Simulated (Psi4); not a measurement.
**AlH5O (Al(H2O)H3): a chain of runs**

We compute a structure relaxation (HF/6-31G*), then vibrational wavenumbers, then the energy (MP2/cc-pVTZ) of AlH5O (Al(H2O)H3). 

The calculation is run with Psi4 1.11.

### 1 The molecule

AlH5O: 7 atoms, total charge 0, spin state singlet. SMILES: `[H][Al]([H])([H])<-[OH2]`. The shape comes from GFN2-xTB, which is rough for such elements, and wasn't checked as a minimum. The run starts from this shape.

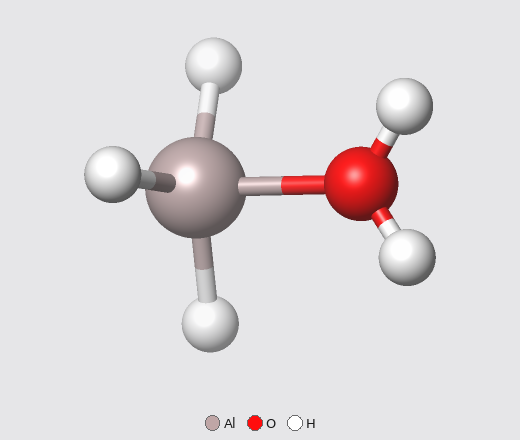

The structure, seen from a chosen angle (aluminium light grey, oxygen red, hydrogen white).

### 2 A structure relaxation at HF/6-31G(d) (density fitting, Cartesian functions) (run 1)

Input file run.py:

```python
import psi4

psi4.set_memory('1600 MB')
psi4.set_num_threads(1)
psi4.set_output_file('output.dat', False)

geom = psi4.geometry("""
Al     0.038170    -0.063310    -0.878000
O     -0.024940     0.038110     1.009060
H     -0.734700    -0.319470     1.555830
H      0.587960     0.568180     1.531290
H      1.607200    -0.040110    -0.978390
H     -0.735740     1.245780    -1.269530
H     -0.737950    -1.429180    -0.970260
symmetry c1
""")

options = {'reference': 'rhf', 'geom_maxiter': 60}
psi4.set_options(options)

e = psi4.optimize('scf/6-31G*')
print(f'total energy {e:.8f} hartree = {e * 27.211386:.5f} eV')
print(geom.to_string(dtype='xyz', units='Angstrom'))
```

On the command line:

```
python run.py
```

output.dat:

```text
[...]
  Running in c1 symmetry.
[...]
  Nuclear repulsion =   63.207489947535251
[...]
  Multiplicity = 1
[...]
  Nalpha       = 13
  Nbeta        = 13
[...]
    Number of basis functions: 44
[...]
   @DF-RHF iter   1:  -319.59587672250336   -7.21727e-01   7.75901e-03 DIIS/ADIIS
[...]
   @DF-RHF iter   7:  -319.66012039309896   -2.10321e-12   5.23778e-09 DIIS
[...]
  @DF-RHF Final Energy:  -319.66012039309896
   => Energetics <=
    Nuclear Repulsion Energy =             60.3886809984267003
    One-Electron Energy =                -563.3500887203326783
    Two-Electron Energy =                 183.3012873288070068
    Total Energy =                       -319.6601203930989641
[...]
 Multipole Moments:
 ------------------------------------------------------------------------------------
     Multipole            Electronic (a.u.)      Nuclear  (a.u.)        Total (a.u.)
 ------------------------------------------------------------------------------------
 L = 1.  Multiply by 2.5417464519 to convert [e a0] to [Debye]
 Dipole X            :          0.0983048           -0.3876707           -0.2893659
 Dipole Y            :         -0.1267899            0.5652114            0.4384216
 Dipole Z            :          0.8322981            1.0876163            1.9199144
 Magnitude           :                                                    1.9904817
[...]
  -Total Gradient:
     Atom            X                  Y                   Z
    ------   -----------------  -----------------  -----------------
       1       -0.000025628851    -0.000021482845     0.000087394982
       2        0.000034759590    -0.000074188165    -0.000146814802
       3       -0.000055859877     0.000031123251     0.000045707787
       4        0.000040204623     0.000051934737     0.000015193539
       5       -0.000000751062     0.000004634331     0.000026253932
       6       -0.000011466361    -0.000007280776     0.000003504974
       7        0.000018741937     0.000015259467    -0.000031240410
[...]
    Final optimized geometry and variables:
    Molecular point group: c1
    Full point group: C1
    Geometry (in Angstrom), charge = 0, multiplicity = 1:
    AL           0.011949513808    -0.025120381948    -0.772512041994
    O            0.005155463835     0.005953968796     1.278602548551
    H           -0.838915676315    -0.127580531844     1.697402374282
    H            0.431638478653     0.747830929353     1.695015404705
    H            1.590646084241     0.012971614408    -0.997950731966
    H           -0.791447097805     1.334657443763    -1.043913286486
    H           -0.793655679221    -1.389849229956    -0.961175825929
[...]
```

The script printed:

```text
Optimizer: Optimization complete!
total energy -319.66012039 hartree = -8698.39492 eV
7
0 1 AlH5O
Al                    0.011949513808    -0.025120381948    -0.772512041994
O                     0.005155463835     0.005953968796     1.278602548551
H                    -0.838915676315    -0.127580531844     1.697402374282
H                     0.431638478653     0.747830929353     1.695015404705
H                     1.590646084241     0.012971614408    -0.997950731966
H                    -0.791447097805     1.334657443763    -1.043913286486
H                    -0.793655679221    -1.389849229956    -0.961175825929
```

Wall time 11 s (1 thread of Intel Xeon Platinum 8259CL at 2.50GHz (Skylake/Cascade Lake), shared host); peak memory 0.22 GiB.

Step by step:

| step | energy from the first frame kept (eV) | largest force (eV/Å) |
| --- | --- | --- |
| 0 | 0.0000 | 2.2014 |
| 1 | -0.1132 | 0.7413 |
| 2 | -0.1328 | 0.3823 |
| 3 | -0.1497 | 0.2394 |
| 4 | -0.1534 | 0.2753 |
| 5 | -0.1538 | 0.1841 |
| 6 | -0.1568 | 0.1067 |
| 7 | -0.1559 | 0.1315 |
| 8 | -0.1573 | 0.0854 |
| 9 | -0.1581 | 0.0342 |
| 10 | -0.1581 | 0.0061 |
| 11 | -0.1581 | 0.0086 |

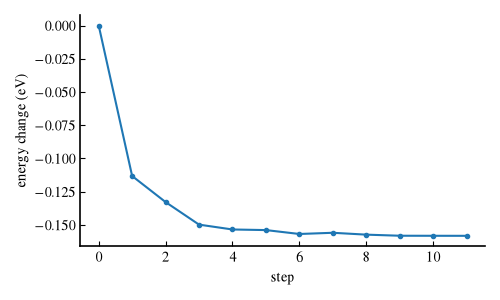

Energy along the run.

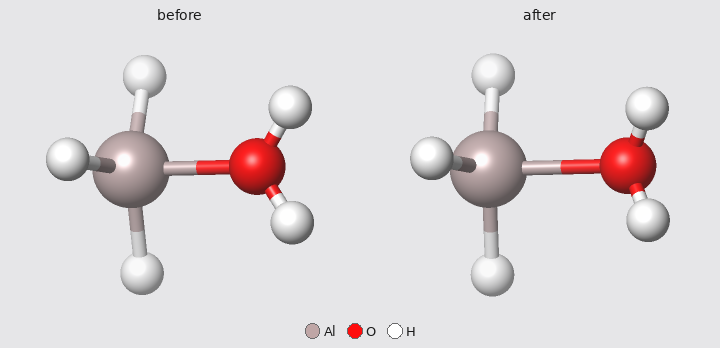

Before and after, at one scale.

After the run. Bond lengths: Al1–O2 2.051 Å, O2–H3 0.952 Å, O2–H4 0.952 Å, Al1–H5 1.595 Å, Al1–H6 1.603 Å, Al1–H7 1.596 Å. Angles: Al1–O2–H3 116.2°, Al1–O2–H4 116.6°, O2–Al1–H5 98.3°, O2–Al1–H6 98.9°, O2–Al1–H7 97.4°, H3–O2–H4 108.3°, H5–Al1–H6 116.9°, H5–Al1–H7 120.2°, H6–Al1–H7 116.9°.

### 3 Vibrational wavenumbers at HF/6-31G(d) (density fitting, Cartesian functions) (run 2)

Input file alh5o.dat:

```
memory 1600 mb

molecule system {
  0 1
  Al
  O 1 R2
  H 2 R3 1 A3
  H 2 R4 3 A4 1 D4
  H 1 R5 2 A5 4 D5
  H 1 R6 5 A6 2 D6
  H 1 R7 5 A7 6 D7

  R2 = 2.051362
  R3 = 0.951673
  A3 = 116.15662
  R4 = 0.951666
  A4 = 108.31859
  D4 = 133.4847
  R5 = 1.595166
  A5 = 98.29239
  D5 = 58.30298
  R6 = 1.60253
  A6 = 116.86933
  D6 = 104.43253
  R7 = 1.595957
  A7 = 120.21725
  D7 = 151.89859
}

set {
  t                          298.15
  rotational_symmetry_number 1
}

frequencies('hf/6-31G*')
```

On the command line:

```
psi4 alh5o.dat alh5o.out -n 1
```

alh5o.out:

```text
[...]
  Running in c1 symmetry.
[...]
  Nuclear repulsion =   60.388668107789321
[...]
  Multiplicity = 1
[...]
  Nalpha       = 13
  Nbeta        = 13
[...]
    Number of basis functions: 44
[...]
   @DF-RHF iter   1:  -319.60551854539091   -8.11872e-01   7.55746e-03 DIIS/ADIIS
[...]
  -Total Gradient:
     Atom            X                  Y                   Z
    ------   -----------------  -----------------  -----------------
       1        0.000018478905    -0.000028518900     0.000087072445
       2        0.000076396075     0.000022640117    -0.000148026308
       3       -0.000039177556    -0.000050323879     0.000046571760
       4       -0.000044160156     0.000047920756     0.000015703334
       5       -0.000004295066    -0.000000092638     0.000026349602
       6        0.000005188910    -0.000012566010     0.000003400576
       7       -0.000012431113     0.000020940554    -0.000031071409
[...]
   @DF-RHF iter  10:  -319.66012039312346   -1.42109e-12   4.07427e-09 DIIS
[...]
  @DF-RHF Final Energy:  -319.66012039312346
   => Energetics <=
    Nuclear Repulsion Energy =             60.3886681077893215
    One-Electron Energy =                -563.3500632365934280
    Two-Electron Energy =                 183.3012747356806358
    Total Energy =                       -319.6601203931234636
[...]
  ==> Harmonic Vibrational Analysis <==
[...]
  Freq [cm^-1]                 85.4378i            362.2619            367.5799
[...]
  IR activ [km/mol]            33.1743             71.3802             137.1776
[...]
  Freq [cm^-1]                 442.8070            590.1530            721.3802
[...]
  IR activ [km/mol]            22.7903             206.6853             5.3107
[...]
  Freq [cm^-1]                 826.1052            836.4901            860.5077
[...]
  IR activ [km/mol]            461.9215            430.2212            343.8916
[...]
  Freq [cm^-1]                1807.3856           1936.2674           1965.6246
[...]
  IR activ [km/mol]            127.4887            436.2748            431.4939
[...]
  Freq [cm^-1]                1983.4148           4036.1550           4142.8269
[...]
  IR activ [km/mol]            59.1186             116.6054            208.6444
[...]
  Total E_0, Enthalpy at 0 [K]                                                         -319.61255462 [Eh]
[...]
  Total H, Enthalpy at  298.15 [K]                                                     -319.60734212 [Eh]
[...]
  Total G, Gibbs energy at  298.15 [K]                                                 -319.63756197 [Eh]
[...]
```

On the terminal:

```text
Warning: thermodynamics relations excluded imaginary frequencies: ['85.4378i']
Warning: used thermodynamics relations inappropriate for low-frequency modes: ['362.2619' '367.5799' '442.8070' '590.1530']
```

Wall time 10 s (1 thread of Intel Xeon Platinum 8259CL at 2.50GHz (Skylake/Cascade Lake), shared host); peak memory 0.23 GiB.

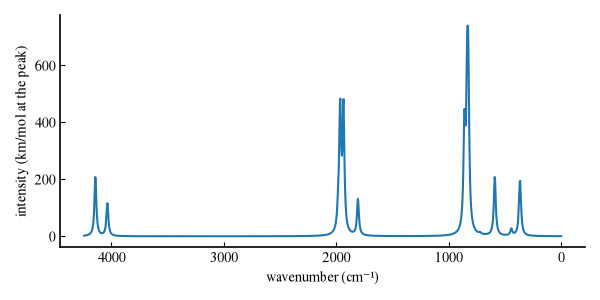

Harmonic infrared spectrum, unscaled, lines broadened by 10 cm⁻¹.

### 4 The energy at MP2/cc-pVTZ (density fitting, density fitting for correlation) (run 3)

Input file input.dat:

```
memory 1.6 GB

molecule m {
  0 1
  Al     0.024813    -0.047472    -0.932503
  O      0.018019    -0.016398     1.118612
  H     -0.826052    -0.149932     1.537412
  H      0.444502     0.725479     1.535025
  H      1.603509    -0.009380    -1.157941
  H     -0.778584     1.312306    -1.203904
  H     -0.780792    -1.412201    -1.121167
  units angstrom
}

set freeze_core true

energy_value, wavefunction = energy("mp2/cc-pVTZ", return_wfn=True)
```

On the command line:

```
psi4 -i input.dat -o output.dat -n 1
```

output.dat:

```text
[...]
  Running in c1 symmetry.
[...]
  Nuclear repulsion =   60.388675644897823
[...]
  Multiplicity = 1
[...]
  Nalpha       = 13
  Nbeta        = 13
[...]
    Number of basis functions: 134
[...]
   @DF-RHF iter   1:  -319.66628567906741   -7.94466e-01   2.87324e-03 ADIIS/DIIS
[...]
   @DF-RHF iter  10:  -319.73192694625885   -6.13909e-12   3.74734e-09 DIIS
[...]
    Orbital Energies [Eh]
    ---------------------
    Doubly Occupied:
       1A    -58.436026     2A    -20.662615     3A     -4.850596
       4A     -3.165891     5A     -3.164007     6A     -3.163952
       7A     -1.460413     8A     -0.827251     9A     -0.723604
      10A     -0.628537    11A     -0.508751    12A     -0.398482
      13A     -0.392344
[...]
  @DF-RHF Final Energy:  -319.73192694625885
   => Energetics <=
    Nuclear Repulsion Energy =             60.3886756448978232
    One-Electron Energy =                -563.4762664386100823
    Two-Electron Energy =                 183.3556638474533997
    Total Energy =                       -319.7319269462588522
[...]
 Multipole Moments:
 ------------------------------------------------------------------------------------
     Multipole            Electronic (a.u.)      Nuclear  (a.u.)        Total (a.u.)
 ------------------------------------------------------------------------------------
 L = 1.  Multiply by 2.5417464519 to convert [e a0] to [Debye]
 Dipole X            :          0.1308310           -0.3876712           -0.2568403
 Dipole Y            :         -0.1741141            0.5652118            0.3910976
 Dipole Z            :          0.7917732            1.0876174            1.8793906
 Magnitude           :                                                    1.9367584
[...]
```

Run time: 4.2 s. Hardware: 1 thread of Intel Xeon Platinum 8259CL at 2.50GHz (Skylake/Cascade Lake), shared host; peak memory 0.32 GiB.

### 5 Outcome

| quantity | value |
| --- | --- |
| run 1, HF/6-31G*: total energy at the end | -319.66012 Eh |
| run 1, HF/6-31G*: dipole moment | 5.06 D |
| run 1, HF/6-31G*: HOMO energy | -10.60 eV |
| run 1, HF/6-31G*: LUMO energy | 2.57 eV |
| run 1, HF/6-31G*: HOMO–LUMO gap | 13.16 eV |
| run 2, HF/6-31G*: lowest harmonic wavenumber | 85i cm⁻¹ (imaginary) |
| run 2, HF/6-31G*: highest harmonic wavenumber | 4143 cm⁻¹ |
| run 3, MP2/cc-pVTZ: total energy | -320.09147 Eh |
| run 3, MP2/cc-pVTZ: HOMO energy (Hartree–Fock orbitals) | -10.68 eV |
| run 3, MP2/cc-pVTZ: LUMO energy (Hartree–Fock orbitals) | 2.20 eV |
| run 3, MP2/cc-pVTZ: HOMO–LUMO gap (Hartree–Fock orbitals) | 12.88 eV |
| run 3, MP2/cc-pVTZ: correlation energy (6 core orbitals frozen) | -359.5 mEh |

**Reading.** The optimisation (run 1, HF/6-31G*) took 12 steps and changed the energy by -0.158 eV. 1 mode is imaginary (lowest 85i cm⁻¹): a first-order saddle point.
